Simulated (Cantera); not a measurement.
A closed system holds: 1 mol AlN, 0.023 mol H2, held at 7.50 Torr.

These are equilibrium values from Cantera (NASA tables, ideal gas, pure condensed phases), not measurements of a reactor. Candidate condensed phases: Al, AlN; 13 gas species. Equilibrium is a limit: real reactors are often held back by kinetics, nucleation or transport.

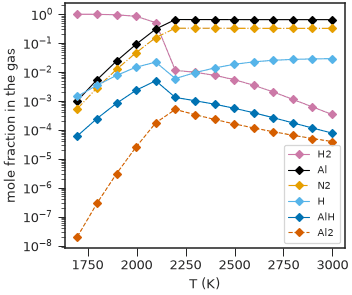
Figure. Equilibrium gas composition (values under 1e-9 drawn at 1e-9)

From 1698 K to 2098 K the condensed part is AlN(s). From 2198 K to 2998 K nothing is condensed. The main Al-bearing gas is Al throughout.
